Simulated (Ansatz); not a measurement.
**Ligand exchange: C2H5BrSi + C2H7MgN → C2H7NSi + C2H5BrMg**

Species: C2H5BrSi `C=C[SiH2]Br`, singlet; C2H7MgN `C[CH2][Mg][NH2]`, singlet; C2H7NSi `C=C[SiH2]N`, singlet; C2H5BrMg `C[CH2][Mg][Br]`, singlet. The partners trade Br for NH2: Si–Br and Mg–NH2 bonds give way to Si–NH2 and Mg–Br.

Shapes, held fixed at every level: PBE0-D4/def2-TZVP. Flexible molecules stand in one conformer, not always the lowest. Programs: Ansatz 0.2.0. The zero-point and thermal change to 298 K, harmonic and unscaled (PBE0-D4/def2-TZVP), is +3.4 kJ/mol.

```
             level                    kind  ΔH(298 K) (kJ/mol)  less CCSD(T)/def2-TZVPP
PBE0-D4/def2-TZVPP           global hybrid              -108.8                     -2.4
wB97M-V/def2-TZVPP  range-separated hybrid              -109.1                     -2.7
 B2PLYP/def2-TZVPP           double hybrid              -108.1                     -1.7
    MP2/def2-TZVPP     perturbation theory              -103.5                     +2.9
  CCSD(T)/def2-SVP   coupled cluster or CI              -113.4                     -7.0
   CCSD/def2-TZVPP   coupled cluster or CI              -109.3                     -2.9
CCSD(T)/def2-TZVPP   coupled cluster or CI              -106.4                      0.0
```

The highest level, CCSD(T)/def2-TZVPP, gives ΔH(298 K) = -106.4 kJ/mol; the levels span -113.4 to -103.5. The column of differences is taken from that level and isn't an error. No measured value is set beside it here. Relativity is left out for Br. Outer-core shells of Br, Mg are correlated in most correlated rows, in sets that cover them unevenly.

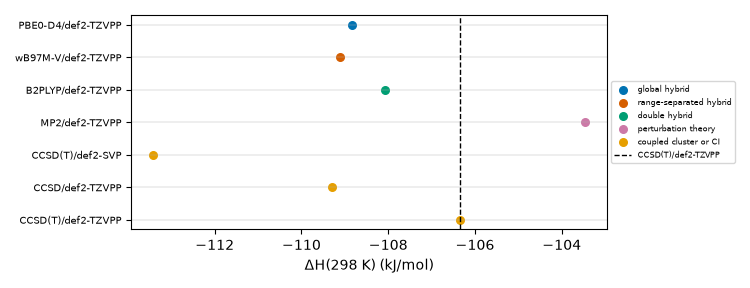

The values of the table, level by level.
